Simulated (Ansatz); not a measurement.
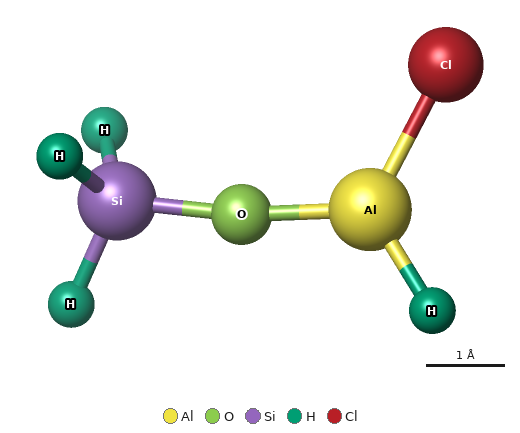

Fig. 1: The starting structure (ball-and-stick view, seen at a tilt). Sticks mark near contacts.

## Nudged elastic band of AlSiH₄ClO

The run: nudged elastic band of AlSiH₄ClO. Method and program: RKS r2SCAN/def2-SVP (Ansatz 0.2.0).

It belongs to a series of runs on one base structure; here: band between the two ends.

**The input**
```yaml
crystal:
  periodic: [false, false, false]
  atoms:
    - { symbol: Al, position_ang: [0.517093, 0.082545, -0.310078] }
    - { symbol: O, position_ang: [0.202839, -0.218997, 1.321168] }
    - { symbol: Si, position_ang: [-0.336521, -0.516277, 2.855711] }
    - { symbol: H, position_ang: [-1.433594, -1.528966, 2.83281] }
    - { symbol: H, position_ang: [0.782995, -1.038455, 3.693525] }
    - { symbol: H, position_ang: [-0.850927, 0.744422, 3.46813] }
    - { symbol: H, position_ang: [1.98643, 0.210946, -0.837691] }
    - { symbol: Cl, position_ang: [-1.104716, 0.284084, -1.629276] }
basis:
  gaussian: { orbitals: def2-SVP }
hamiltonian:
  xc: r2scan
neb:
  order_check: false
  images: 5
  f_tol: 0.03
  max_iterations: 60
  final_atoms:
    - { symbol: Al, position_ang: [0.32675859, 0.2461663, -1.00626674] }
    - { symbol: O, position_ang: [0.81584147, -0.23645056, 0.9465857] }
    - { symbol: Si, position_ang: [-0.19500591, -0.43330195, 2.35455569] }
    - { symbol: H, position_ang: [-1.12806427, -1.56509417, 2.16305437] }
    - { symbol: H, position_ang: [0.81184892, -0.77345171, 3.40389591] }
    - { symbol: H, position_ang: [-0.86336798, 0.84329325, 2.68924283] }
    - { symbol: H, position_ang: [1.76419594, -0.37407118, 1.10261917] }
    - { symbol: Cl, position_ang: [-1.76860776, 0.31221202, -0.25938794] }
  initial_path:
    images:
      - { positions_ang: [[0.517093, 0.082545, -0.310078], [0.202839, -0.218997, 1.321168], [-0.336521, -0.516277, 2.855711], [-1.433594, -1.528966, 2.83281], [0.782995, -1.038455, 3.693525], [-0.850927, 0.744422, 3.46813], [1.98643, 0.210946, -0.837691], [-1.104716, 0.284084, -1.629276]] }
      - { positions_ang: [[0.35221794, 0.05575801, -0.20637704], [0.55977631, -0.15442842, 1.39256181], [-0.24451884, -0.48033981, 2.7310348], [-1.28610606, -1.42684088, 2.45695644], [0.64690044, -1.07766262, 3.68162247], [-0.80937273, 0.76956371, 3.28060428], [1.91263302, 0.12999462, -0.47664598], [-1.36793108, 0.20325738, -1.46545778]] }
      - { positions_ang: [[0.18734289, 0.02897103, -0.10267607], [0.91671362, -0.08985985, 1.46395562], [-0.15251668, -0.44440261, 2.60635859], [-1.13861812, -1.32471576, 2.08110289], [0.51080587, -1.11687024, 3.66971995], [-0.76781847, 0.79470543, 3.09307855], [1.83883604, 0.04904324, -0.11560097], [-1.63114616, 0.12243076, -1.30163957]] }
      - { positions_ang: [[0.02246783, 0.00218404, 0.00102489], [1.27365094, -0.02529127, 1.53534944], [-0.06051451, -0.40846542, 2.48168239], [-0.99113018, -1.22259063, 1.70524933], [0.37471131, -1.15607785, 3.65781742], [-0.7262642, 0.81984714, 2.90555283], [1.76503906, -0.03190814, 0.24544405], [-1.89436125, 0.04160413, -1.13782135]] }
      - { positions_ang: [[0.12389809, 0.08351146, -0.33473898], [1.12104778, -0.0956777, 1.33909486], [-0.10534498, -0.41674426, 2.43930683], [-1.03677488, -1.33675848, 1.85785101], [0.52042385, -1.02853581, 3.57317691], [-0.77196546, 0.82766251, 2.8334495], [1.76475802, -0.14596248, 0.53116909], [-1.85244342, 0.13180676, -0.84501021]] }
      - { positions_ang: [[0.22532834, 0.16483888, -0.67050286], [0.96844463, -0.16606413, 1.14284028], [-0.15017545, -0.42502311, 2.39693126], [-1.08241957, -1.45092632, 2.01045269], [0.66613638, -0.90099376, 3.48853641], [-0.81766672, 0.83547788, 2.76134616], [1.76447698, -0.26001683, 0.81689413], [-1.81052559, 0.22200939, -0.55219907]] }
      - { positions_ang: [[0.32675859, 0.2461663, -1.00626674], [0.81584147, -0.23645056, 0.9465857], [-0.19500591, -0.43330195, 2.35455569], [-1.12806427, -1.56509417, 2.16305437], [0.81184892, -0.77345171, 3.40389591], [-0.86336798, 0.84329325, 2.68924283], [1.76419594, -0.37407118, 1.10261917], [-1.76860776, 0.31221202, -0.25938794]] }
```

Run as:
```bash
ansatz run input.yaml --threads 2 --pin off --max-ram 3072MiB --backend cpu --events-out ev --progress --plain --runs-dir out
```

**The program's output**
```
Engine: ansatz 0.2.0, x86_64-unknown-linux-gnu
Functional definition: r2SCAN
  parameter k0 = 0.174
  parameter k1 = 0.065
  parameter a1 = 4.9479
  exchange = r2scan_x(k0 = k0, k1 = k1, a1 = a1)
  correlation = r2scan_c
959 factors; their error is unknown
mean field evaluation 1: about -29094.7696 eV, gradient 5.5e1 eV
mean field evaluation 2: about -29064.1001 eV, gradient 1.3e2 eV
mean field evaluation 4: about -29100.2388 eV, gradient 5.5e0 eV
mean field evaluation 8: about -29100.3181 eV, gradient 4.8e-2 eV
mean field evaluation 16: about -29100.2533 eV, gradient 2.9e-5 eV
mean field -29100.25331249 eV, -1069.4145843740 hartree, gradient 2.9e-5 eV, S^2 0.000000; 0 other end points of the search recorded, 0 dependent functions left out
the calculation of the forces begins
reference -29100.25332414 eV, -1069.4145848022 hartree; 28, 28 occupied and 60, 60 virtual orbitals, 959 factors
959 factors; their error is unknown
mean field evaluation 32: about -29098.3691 eV, gradient 9.0e-6 eV
mean field -29098.36912868 eV, -1069.3453418958 hartree, gradient 8.9e-6 eV, S^2 0.000000; 0 other end points of the search recorded, 0 dependent functions left out
[... from here on the field's lines of each further geometry are left out, up to the last ...]
NEB iter   1: max|band force component| = 7.612e0 eV/Å  barrier→ = 4.7370 eV  barrier← = 2.8528 eV  Δτ_max = 0.1973 Å  (189 SCF iters)
NEB iter   2: max|band force component| = 2.387e0 eV/Å  barrier→ = 3.8455 eV  barrier← = 1.9613 eV  Δτ_max = 0.2000 Å  (157 SCF iters)
NEB iter   3: max|band force component| = 2.179e0 eV/Å  barrier→ = 3.0852 eV  barrier← = 1.2010 eV  Δτ_max = 0.2000 Å  (153 SCF iters)
NEB iter   4: max|band force component| = 1.666e0 eV/Å  barrier→ = 2.8143 eV  barrier← = 0.9301 eV  Δτ_max = 0.2000 Å  (161 SCF iters)
NEB iter   5: max|band force component| = 1.074e0 eV/Å  barrier→ = 2.5482 eV  barrier← = 0.6641 eV  Δτ_max = 0.1953 Å  (152 SCF iters)
NEB iter   6: max|band force component| = 8.062e-1 eV/Å  barrier→ = 2.3247 eV  barrier← = 0.4406 eV  Δτ_max = 0.2000 Å  (146 SCF iters)
NEB iter   7: max|band force component| = 6.230e-1 eV/Å  barrier→ = 2.4601 eV  barrier← = 0.5759 eV  Δτ_max = 0.1319 Å  (155 SCF iters)
NEB iter   8: max|band force component| = 6.587e-1 eV/Å  barrier→ = 2.2385 eV  barrier← = 0.3544 eV  CI = image 4  Δτ_max = 0.2000 Å  (146 SCF iters)
NEB iter   9: max|band force component| = 1.485e0 eV/Å  barrier→ = 2.5513 eV  barrier← = 0.6671 eV  CI = image 4  Δτ_max = 0.2000 Å  (152 SCF iters)
NEB iter  10: max|band force component| = 1.327e0 eV/Å  barrier→ = 2.8225 eV  barrier← = 0.9383 eV  CI = image 4  Δτ_max = 0.2000 Å  (153 SCF iters)
NEB iter  11: max|band force component| = 1.269e0 eV/Å  barrier→ = 3.1743 eV  barrier← = 1.2901 eV  CI = image 4  Δτ_max = 0.1020 Å  (155 SCF iters)
NEB iter  12: max|band force component| = 6.562e-1 eV/Å  barrier→ = 3.0358 eV  barrier← = 1.1516 eV  CI = image 4  Δτ_max = 0.0695 Å  (146 SCF iters)
NEB iter  13: max|band force component| = 2.776e-1 eV/Å  barrier→ = 3.0509 eV  barrier← = 1.1667 eV  CI = image 4  Δτ_max = 0.0851 Å  (144 SCF iters)
NEB iter  14: max|band force component| = 2.734e-1 eV/Å  barrier→ = 3.0339 eV  barrier← = 1.1497 eV  CI = image 4  Δτ_max = 0.0415 Å  (144 SCF iters)
NEB iter  15: max|band force component| = 2.020e-1 eV/Å  barrier→ = 3.0235 eV  barrier← = 1.1394 eV  CI = image 4  Δτ_max = 0.0423 Å  (142 SCF iters)
NEB iter  16: max|band force component| = 2.702e-1 eV/Å  barrier→ = 3.0138 eV  barrier← = 1.1296 eV  CI = image 4  Δτ_max = 0.0422 Å  (141 SCF iters)
NEB iter  17: max|band force component| = 2.846e-1 eV/Å  barrier→ = 3.0068 eV  barrier← = 1.1226 eV  CI = image 4  Δτ_max = 0.0851 Å  (142 SCF iters)
NEB iter  18: max|band force component| = 2.590e-1 eV/Å  barrier→ = 3.0006 eV  barrier← = 1.1164 eV  CI = image 4  Δτ_max = 0.0847 Å  (146 SCF iters)
NEB iter  19: max|band force component| = 1.628e-1 eV/Å  barrier→ = 2.9968 eV  barrier← = 1.1127 eV  CI = image 4  Δτ_max = 0.0844 Å  (144 SCF iters)
NEB iter  20: max|band force component| = 1.958e-1 eV/Å  barrier→ = 2.9944 eV  barrier← = 1.1102 eV  CI = image 4  Δτ_max = 0.0419 Å  (144 SCF iters)
NEB iter  21: max|band force component| = 1.617e-1 eV/Å  barrier→ = 2.9928 eV  barrier← = 1.1086 eV  CI = image 4  Δτ_max = 0.0419 Å  (141 SCF iters)
NEB iter  22: max|band force component| = 9.444e-2 eV/Å  barrier→ = 2.9917 eV  barrier← = 1.1075 eV  CI = image 4  Δτ_max = 0.0418 Å  (147 SCF iters)
NEB iter  23: max|band force component| = 6.735e-2 eV/Å  barrier→ = 2.9910 eV  barrier← = 1.1068 eV  CI = image 4  Δτ_max = 0.0389 Å  (142 SCF iters)
NEB iter  24: max|band force component| = 7.820e-2 eV/Å  barrier→ = 2.9905 eV  barrier← = 1.1064 eV  CI = image 4  Δτ_max = 0.0194 Å  (140 SCF iters)
NEB iter  25: max|band force component| = 7.342e-2 eV/Å  barrier→ = 2.9902 eV  barrier← = 1.1061 eV  CI = image 4  Δτ_max = 0.0195 Å  (147 SCF iters)
NEB iter  26: max|band force component| = 6.663e-2 eV/Å  barrier→ = 2.9901 eV  barrier← = 1.1059 eV  CI = image 4  Δτ_max = 0.0195 Å  (138 SCF iters)
NEB iter  27: max|band force component| = 4.479e-2 eV/Å  barrier→ = 2.9899 eV  barrier← = 1.1058 eV  CI = image 4  Δτ_max = 0.0195 Å  (140 SCF iters)
NEB iter  28: max|band force component| = 3.554e-2 eV/Å  barrier→ = 2.9898 eV  barrier← = 1.1057 eV  CI = image 4  Δτ_max = 0.0195 Å  (138 SCF iters)
NEB iter  29: max|band force component| = 3.373e-2 eV/Å  barrier→ = 2.9897 eV  barrier← = 1.1056 eV  CI = image 4  Δτ_max = 0.0194 Å  (138 SCF iters)
NEB iter  30: max|band force component| = 2.803e-2 eV/Å  barrier→ = 2.9896 eV  barrier← = 1.1055 eV  CI = image 4  Δτ_max = 0.0194 Å  (247 SCF iters)
NEB iter  31: max|band force component| = 5.679e-2 eV/Å  barrier→ = 2.9895 eV  barrier← = 1.1053 eV  CI = image 4  Δτ_max = 0.0388 Å  (30 SCF iters)
NEB iter  32: max|band force component| = 1.533e-1 eV/Å  barrier→ = 2.9895 eV  barrier← = 1.1053 eV  CI = image 4  Δτ_max = 0.0194 Å  (145 SCF iters)
NEB iter  33: max|band force component| = 9.547e-2 eV/Å  barrier→ = 2.9892 eV  barrier← = 1.1050 eV  CI = image 4  Δτ_max = 0.0388 Å  (147 SCF iters)
NEB iter  34: max|band force component| = 5.053e-2 eV/Å  barrier→ = 2.9892 eV  barrier← = 1.1050 eV  CI = image 4  Δτ_max = 0.0388 Å  (139 SCF iters)
NEB iter  35: max|band force component| = 4.410e-2 eV/Å  barrier→ = 2.9891 eV  barrier← = 1.1049 eV  CI = image 4  Δτ_max = 0.0207 Å  (133 SCF iters)
NEB iter  36: max|band force component| = 4.150e-2 eV/Å  barrier→ = 2.9891 eV  barrier← = 1.1049 eV  CI = image 4  Δτ_max = 0.0104 Å  (135 SCF iters)
the calculation of the forces begins
reference -29098.25172857 eV, -1069.3410275215 hartree; 28, 28 occupied and 60, 60 virtual orbitals, 959 factors
959 factors; their error is unknown
mean field evaluation 1504: about -29097.3311 eV, gradient 1.1e-1 eV
mean field -29097.26424637 eV, -1069.3047382200 hartree, gradient 1.9e-5 eV, S^2 0.000000; 1 other end points of the search recorded, 0 dependent functions left out
the calculation of the forces begins
reference -29097.26425790 eV, -1069.3047386437 hartree; 28, 28 occupied and 60, 60 virtual orbitals, 959 factors
NEB iter  37: max|band force component| = 2.335e-2 eV/Å  barrier→ = 2.9891 eV  barrier← = 1.1049 eV  CI = image 4  Δτ_max = 0.0000 Å  (270 SCF iters)
```

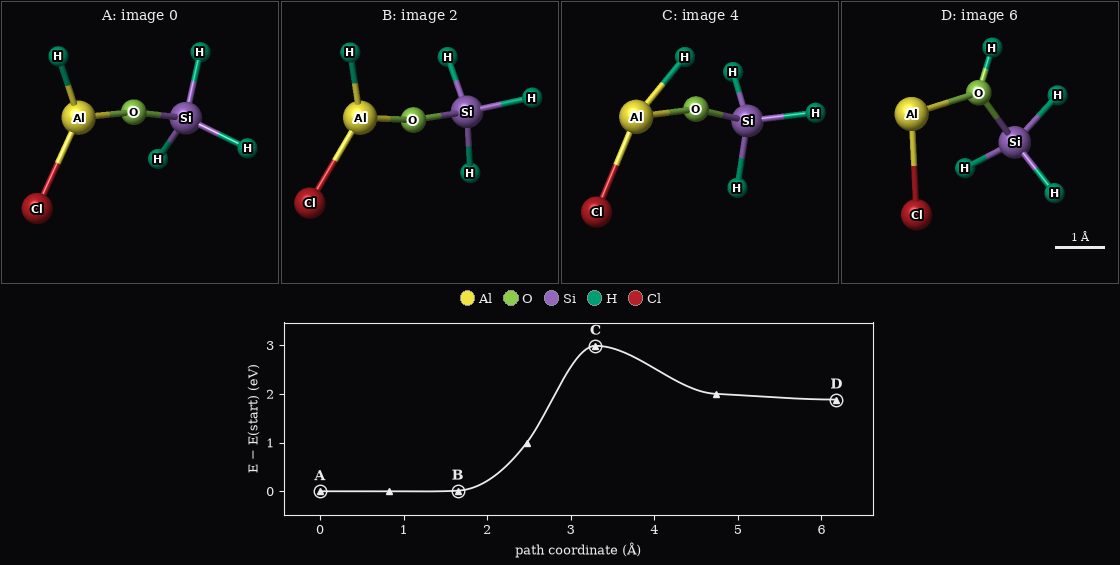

Fig. 2: Images of the last band (counted from 0; ball-and-stick, seen at a tilt) above the energy along the path; the line is a cubic interpolation that uses the forces. The highest image is number 4, 2.989 eV above the start and 1.105 eV above the end (the climbing image); the end lies 1.884 eV above the start. The path is 6.18 Å long. The band converged in 37 iterations.

```
Total energy: -29097.26425790 eV, -1069.3047386437 hartree
Atom 0 at     0.467680     0.078147    -0.735868 Å, force     0.000530    -0.001017    -0.001228 eV/Å
Atom 1 at     0.329709    -0.143042     1.096625 Å, force    -0.000113     0.002293     0.000250 eV/Å
Atom 2 at    -0.183244    -0.406153     2.697963 Å, force     0.000443    -0.000333     0.000232 eV/Å
Atom 3 at    -1.599125    -0.866039     2.668638 Å, force    -0.000076     0.000259    -0.000018 eV/Å
Atom 4 at     0.687513    -1.443835     3.315679 Å, force    -0.000463    -0.000784    -0.000270 eV/Å
Atom 5 at    -0.067148     0.865572     3.463867 Å, force     0.000747    -0.000372     0.000167 eV/Å
Atom 6 at     1.509815     0.195645     0.623552 Å, force    -0.001117     0.000536     0.000919 eV/Å
Atom 7 at    -1.381601    -0.260992    -1.736156 Å, force     0.000048    -0.000583    -0.000051 eV/Å
Dipole moment:     0.106517    -0.019076     0.455751 e Å
this run last wrote the band of iteration 37 to [file]; this run last wrote the band within `neb.f_tol` of iteration 30 to [file]
```

**The last band as extended XYZ (Å, eV, eV/Å)**
```
8
Properties=species:S:1:pos:R:3:forces:R:3 image=0 energy=-29100.25331
Al    0.5171    0.0825   -0.3101    0.0022   0.0001   0.0005
O     0.2028   -0.2190    1.3212   -0.0021  -0.0003   0.0023
Si   -0.3365   -0.5163    2.8557   -0.0014   0.0003  -0.0003
H    -1.4336   -1.5290    2.8328    0.0009   0.0004   0.0006
H     0.7830   -1.0385    3.6935    0.0003   0.0000  -0.0015
H    -0.8509    0.7444    3.4681    0.0005  -0.0005  -0.0003
H     1.9864    0.2109   -0.8377    0.0000   0.0001  -0.0008
Cl   -1.1047    0.2841   -1.6293   -0.0003  -0.0001  -0.0006
8
Properties=species:S:1:pos:R:3:forces:R:3 image=1 energy=-29100.25176
Al    0.5603    0.0767   -0.2900    0.0032  -0.0025   0.0110
O     0.3257   -0.1596    1.3673   -0.0114   0.0009  -0.0008
Si   -0.3491   -0.4768    2.8455    0.0016   0.0037  -0.0095
H    -1.6479   -1.1967    2.6847    0.0001  -0.0032   0.0065
H     0.5782   -1.3253    3.6497    0.0024   0.0008  -0.0041
H    -0.5927    0.8030    3.5743    0.0045   0.0002   0.0001
H     1.9652    0.4764   -0.8549   -0.0005  -0.0006   0.0047
Cl   -1.0762   -0.1784   -1.5822    0.0001   0.0007  -0.0079
8
Properties=species:S:1:pos:R:3:forces:R:3 image=2 energy=-29100.24152
Al    0.5084    0.0355   -0.3137    0.0006   0.0009   0.0181
O    -0.0496   -0.2314    1.2537    0.0021  -0.0038   0.0081
Si   -0.3859   -0.4601    2.8521   -0.0285  -0.0067   0.0329
H    -1.7918   -0.9313    3.0076   -0.0161  -0.0065   0.0466
H     0.5405   -1.4814    3.4262   -0.0118  -0.0039   0.0152
H    -0.2097    0.8243    3.5934   -0.0152  -0.0073   0.0201
H     2.0150    0.3986   -0.5322    0.0219   0.0153  -0.1255
Cl   -0.8632   -0.1349   -1.8927    0.0469   0.0119  -0.0156
8
Properties=species:S:1:pos:R:3:forces:R:3 image=3 energy=-29099.26110
Al    0.4626    0.0271   -0.4417   -0.1995  -0.1203   0.8216
O     0.0632   -0.2159    1.1725   -0.8165  -0.1702   0.1724
Si   -0.2973   -0.4284    2.7456   -0.2173  -0.0604   0.1575
H    -1.7253   -0.8318    2.7741   -0.2042  -0.0875   0.4271
H     0.5694   -1.4899    3.3428   -0.0488  -0.0080   0.0556
H    -0.0829    0.8453    3.4969   -0.0502  -0.0244   0.0780
H     1.8990    0.2528    0.1199    1.0191   0.3568  -1.5698
Cl   -1.1251   -0.1399   -1.8157    0.5175   0.1140  -0.1422
8
Properties=species:S:1:pos:R:3:forces:R:3 image=4 energy=-29097.26425
Al    0.4677    0.0781   -0.7359    0.0005  -0.0010  -0.0012
O     0.3297   -0.1430    1.0966   -0.0001   0.0023   0.0003
Si   -0.1832   -0.4062    2.6980    0.0004  -0.0003   0.0002
H    -1.5991   -0.8660    2.6686   -0.0001   0.0003   0.0000
H     0.6875   -1.4438    3.3157   -0.0005  -0.0008  -0.0003
H    -0.0671    0.8656    3.4639    0.0007  -0.0004   0.0002
H     1.5098    0.1956    0.6236   -0.0011   0.0005   0.0009
Cl   -1.3816   -0.2610   -1.7362    0.0000  -0.0006  -0.0001
8
Properties=species:S:1:pos:R:3:forces:R:3 image=5 energy=-29098.25172
Al    0.3960    0.1291   -1.0689   -0.0018  -0.0018  -0.0263
O     0.7018   -0.0825    1.0196    0.0286   0.0033  -0.0042
Si   -0.1564   -0.4087    2.4897    0.0010   0.0024  -0.0160
H    -1.4210   -1.0755    2.1223    0.0083  -0.0066  -0.0425
H     0.7263   -1.2921    3.3023   -0.0050   0.0095   0.0009
H    -0.3808    0.8746    3.2080   -0.0204   0.0030  -0.0210
H     1.6447    0.1196    1.1392    0.0138  -0.0145   0.0405
Cl   -1.7470   -0.2453   -0.8180   -0.0244   0.0047   0.0687
8
Properties=species:S:1:pos:R:3:forces:R:3 image=6 energy=-29098.36913
Al    0.3268    0.2462   -1.0063    0.0014   0.0000  -0.0010
O     0.8158   -0.2365    0.9466   -0.0040  -0.0042   0.0211
Si   -0.1950   -0.4333    2.3546    0.0074   0.0044  -0.0165
H    -1.1281   -1.5651    2.1631    0.0037  -0.0026  -0.0006
H     0.8118   -0.7735    3.4039   -0.0060   0.0009   0.0003
H    -0.8634    0.8433    2.6892    0.0046   0.0003   0.0013
H     1.7642   -0.3741    1.1026   -0.0038   0.0012  -0.0055
Cl   -1.7686    0.3122   -0.2594   -0.0034   0.0000   0.0007
```

**Summary**

| quantity | value |
| --- | --- |
| outcome | converged |
| barrier, forward | 2.989 eV |
| barrier, backward | 1.105 eV |
| hardware | 2 threads of Intel Xeon (Granite Rapids), 32 GiB of memory available, shared host |
| wall time | 4.3 min (CPU time 8.3 min) |
| peak memory | 0.16 GiB |

**Remarks**

The order of the saddle point was not checked.
